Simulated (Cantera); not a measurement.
A closed system holds: 1 mol NH3, 0.34 mol O2, at 250000 Pa.

Method: chemical equilibrium by Gibbs-energy minimisation in Cantera with the NASA 1993 tables (ideal gas, pure condensed phases). Candidate condensed phases: H2O; 24 gas species. The numbers say what is thermodynamically allowed, not how fast it happens.

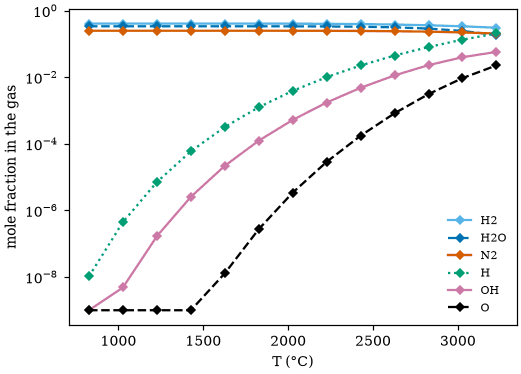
Figure. Equilibrium gas composition (values under 1e-9 drawn at 1e-9)

### Question
Read off the mole fractions at 3227 °C.

### Answer
H2 about 0.31, H about 0.21, N2 about 0.21, H2O about 0.19, OH about 0.058, O about 0.023.
